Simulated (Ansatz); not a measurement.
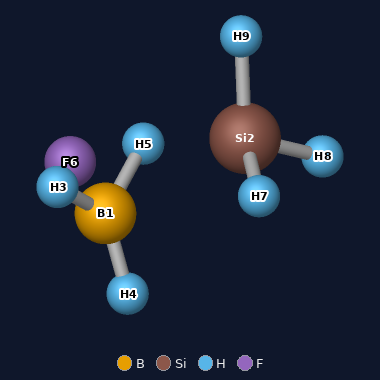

The system is the reacting system BFH6Si (fragments BFH₄Si + H₂ where the first distance is long, BFH₂ + H₄Si where the second is long); the picture shows the reference structure. First axis: distance Si2–H5 (bond that forms). Second axis: distance B1–Si2 (bond that breaks). Relaxed at each point: all other coordinates. The scan uses an 11 × 11 grid. At 1 point there is no value. Points are written as (first, second). Energies: kJ/mol, counted from the lowest grid point. Energies and slopes of some neighbouring points disagree (a jump in structure or state, or too coarse a mesh). The reference is spin-restricted, so regions where a bond is pulled apart into radicals lie too high. The calculation used RKS PBE0-D4/def2-SVP (Ansatz).

Its coordinates:

| atom | x (Å) | y (Å) | z (Å) |
| --- | --- | --- | --- |
| B | -1.1065 | 0.2122 | -0.2918 |
| Si | 0.9468 | -0.3476 | 0.5180 |
| H | -1.5426 | 0.9697 | 0.5332 |
| H | -1.5965 | -0.8421 | -0.5960 |
| H | 0.1264 | 0.5559 | -0.9041 |
| F | -0.6608 | 1.0592 | -1.6739 |
| H | 0.2682 | -1.0604 | 1.6394 |
| H | 1.7712 | -1.3052 | -0.2738 |
| H | 1.7938 | 0.7584 | 1.0491 |

Range: distance Si2–H5 (bond that forms) from 1.278 to 3.078 Å; distance B1–Si2 (bond that breaks) from 1.755 to 2.955 Å.

What landscape does the calculation give?

The lowest grid point is at (2.856 Å, 2.955 Å). It lies in a valley that leaves the map towards separated partners. The energy also falls towards the edge at (1.519 Å, 2.955 Å) (0.04 kJ/mol above the lowest), where a further well may lie outside the range. The highest grid point, (1.278 Å, 1.755 Å), lies 239 kJ/mol above the lowest.

```tsv
second ↓, first →	1.278	1.379	1.519	1.678	1.851	2.035	2.229	2.431	2.640	2.856	3.078
2.955	59	16	0	17	58	33	16	6	1	0	2
2.807	62	18	1	16	55	30	14	5	1	2	3
2.663	66	21	2	15	50	25	10	3	3	6	5
2.523	71	25	4	13	42	19	7	4	7	12	6
2.389	78	30	7	12	29	13	6	8	15	20	7
2.260	87	38	12	13	19	11	11	17	27	36	10
2.137	101	50	21	17	18	17	22	33	45	61	17
2.021	122	70	38	30	30	34	43	56	73	98	32
1.915	153	100	66	55	56	63	75	91	–	59	60
1.822	195	142	105	93	94	104	118	100	85	93	107
1.755	239	184	147	134	136	147	162	133	120	135	160
```

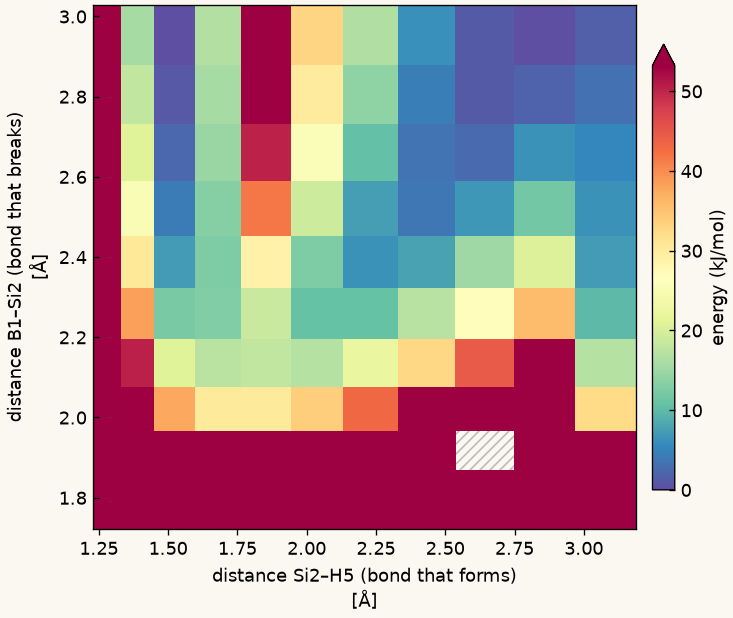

The picture shows one coloured cell a grid point, one colour for all values above the top of the scale, hatched blanks where no value was computed.

Each point was launched as `ansatz run input.yaml --threads 1 --pin off --max-ram 2560MiB --backend cpu --events-out ev --progress --plain --runs-dir out`. The whole map (120 points run) took 52 min on 1 thread of Arm Neoverse N1, with other jobs on the host.
